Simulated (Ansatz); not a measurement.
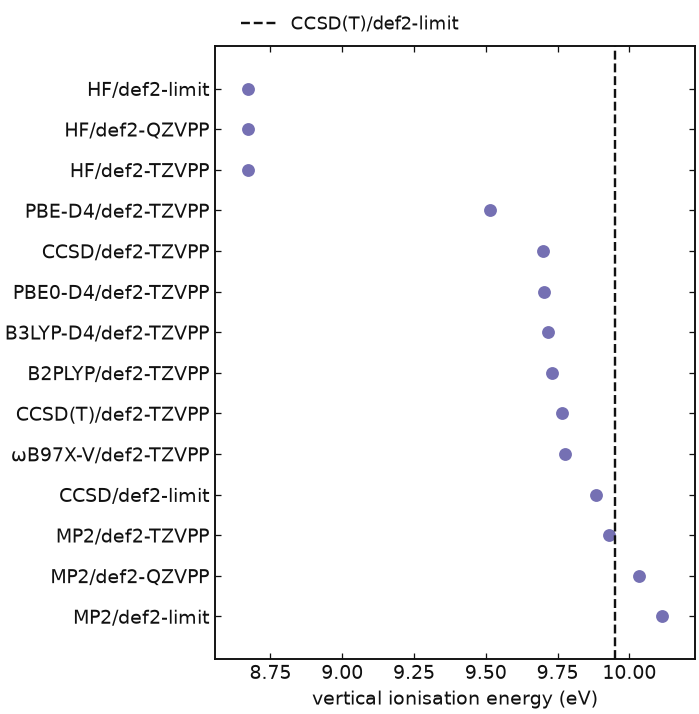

Vertical ionisation energy of CH₃FSSi, SMILES F[C@H]1[SiH2]S1, taken as the energy of the cation less that of the neutral at fixed geometry (unrestricted doublet cation, cores frozen in correlated methods, no spin-orbit coupling), the Ansatz code, at a PBE0-D4/def2-TZVP geometry (a minimum by its frequencies). Limit means an estimate of the basis limit from triple and quadruple zeta; for coupled cluster it is either extrapolated directly or built as the MP2 limit plus the step from MP2 in triple zeta. B2PLYP/def2-TZVPP holds a correlation term that converges slowly with the basis, so part of the distance to the limit is basis error. The distance of CCSD/def2-TZVPP, CCSD(T)/def2-TZVPP, MP2/def2-TZVPP and MP2/def2-QZVPP to the limit includes basis error.

> What range do the values span, the line included?

From 8.67 eV (HF/def2-limit) to 10.11 eV (MP2/def2-limit).

> Give the values.

```tsv
level	eV	less CCSD(T)/def2-limit
HF/def2-limit	8.67	−1.28
HF/def2-QZVPP	8.67	−1.28
HF/def2-TZVPP	8.67	−1.28
PBE-D4/def2-TZVPP	9.52	−0.44
CCSD/def2-TZVPP	9.70	−0.25
PBE0-D4/def2-TZVPP	9.70	−0.25
B3LYP-D4/def2-TZVPP	9.72	−0.23
B2PLYP/def2-TZVPP	9.73	−0.22
CCSD(T)/def2-TZVPP	9.77	−0.18
ωB97X-V/def2-TZVPP	9.78	−0.17
CCSD/def2-limit	9.88	−0.07
MP2/def2-TZVPP	9.93	−0.02
MP2/def2-QZVPP	10.03	0.08
MP2/def2-limit	10.11	0.16
CCSD(T)/def2-limit	9.95	0.00
```
